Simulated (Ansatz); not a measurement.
System: CHNaS (SMILES [CH]1=[S+][Na-]1) (triplet).

Input

```
crystal:
  periodic: [false, false, false]
  atoms:
    - {symbol: C, position_ang: [-0.539750, 0.449640, 0.491788]}
    - {symbol: Na, position_ang: [0.179009, 0.052920, -1.759344]}
    - {symbol: S, position_ang: [1.005992, 0.017941, 0.940166]}
    - {symbol: H, position_ang: [-1.244500, 1.160608, 0.963990]}
basis:
  gaussian:
    orbitals: def2-TZVPD
total_charge: 0
magnetization:
  spin_polarized: true
  initial_magnetization: 2
hamiltonian:
  xc: pbe0
output: {forces: true, orbitals: {seedname: orbitals}}
```

Command:

```sh
ansatz run input.yaml --threads 1 --pin off --max-ram 2610MiB --events-out events.jsonl --progress --plain --runs-dir runs
```

Geometry: BLYP-D3(BJ)/def2-SVP.

These are results of Ansatz 0.2.0, isolated molecule in a Gaussian basis; Kohn-Sham density functional theory, functional PBE0, not measurements.

Predict the electron density, electron localisation function and spin density between the atoms.

Answer. C–S (1.67 Å): ρ at the midpoint is about 1.5 e/Å³; the ELF peaks at about 0.90 between the atoms (localised, covalent bonding).
C–Na (2.40 Å): ρ at the midpoint is about 0.2 e/Å³; the ELF peaks at about 0.85 in the valence shell of C, 0.7 Å from its nucleus, and is about 0.30 at the midpoint.
Na–S (2.82 Å): ρ at the midpoint is about 0.18 e/Å³; the ELF peaks at about 0.70 in the valence shell of S, 0.9 Å from its nucleus, and is about 0.35 at the midpoint: an ionic contact with no shared pair.
The unpaired spin (2 electrons) lies mostly on C1 (about 1.1), S3 (about 0.7), Na2 (about 0.1) and H4 (about 0.1), in electrons by Hirshfeld's partition.

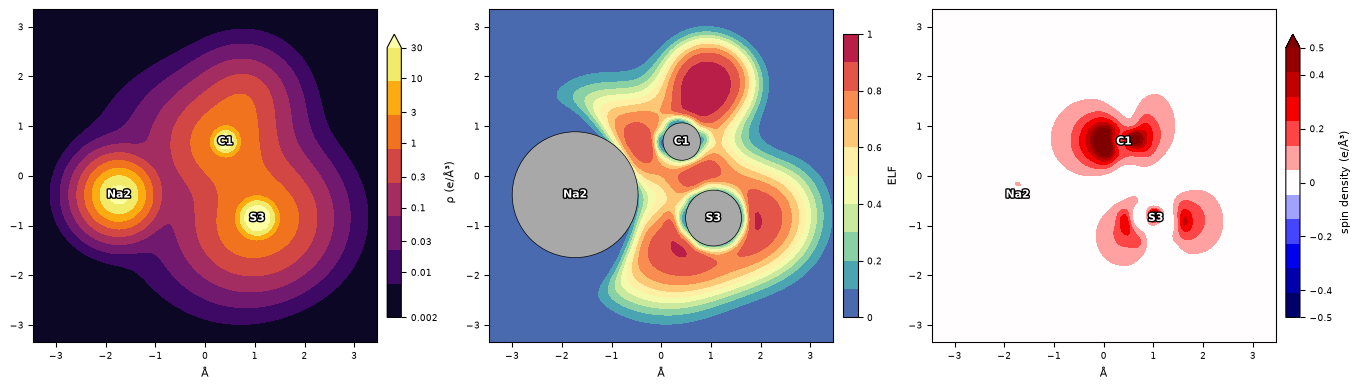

Computed electron density, electron localisation function and spin density on the plane of atoms Na2, C1 and S3, in this order. Grey discs cover the atomic cores in the ELF map. 
